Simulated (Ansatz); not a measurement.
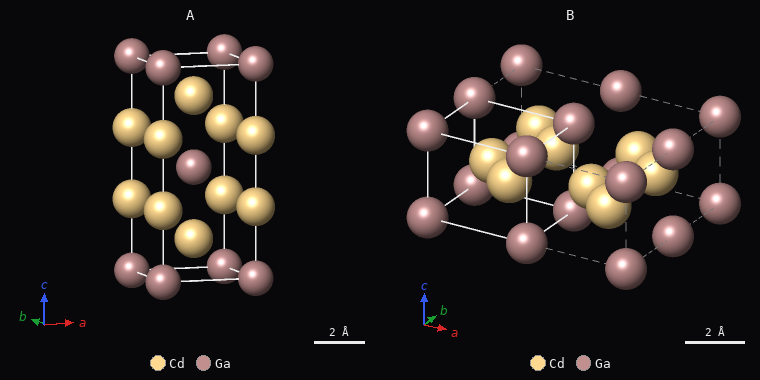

Two structures of Cd₂Ga, each relaxed to rest (conventional cells in solid outline, small ones repeated, not to one scale). Method: DFT PBE, scalar-relativistic, plane waves, PAW (Ansatz 0.2.0), without spin polarisation.

Which structures are these?

Answer. A: 6 atoms a cell on a body-centred tetragonal lattice, I4/mmm. B: AlB₂ type, P6/mmm.

Which polymorph is favoured?

Answer. A is lower, by 30 meV/atom at this level of theory (energies at zero smearing). Volumes: A 22.3, B 23.0 Å³/atom.

One or both may be structure types tried for this composition rather than known phases.
